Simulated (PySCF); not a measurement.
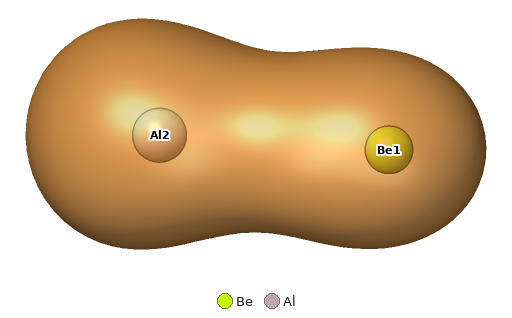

Figure. BeAl (doublet). Isosurface of the electron density at 0.1 e/Å³ (orange), seen from one side.

Method: PBE0/aug-cc-pVDZ(-PP), non-relativistic Hamiltonian with scalar-relativistic core potentials where named, at a bond length of 2.423 Å (PySCF).

```yaml
atoms:
  - { symbol: Be, position_ang: [0.0000, 0.0000, -1.8163] }
  - { symbol: Al, position_ang: [0.0000, 0.0000, 0.6067] }
```

**How is the density connected at this value?**

At this value the surface is in one piece. It bridges the sampled Be–Al (2.42 Å) contact, where the density stays above the isovalue. On the grid the lowest density along these lines, outside the cores, is 0.26 e/Å³ (Be–Al, 2.42 Å).
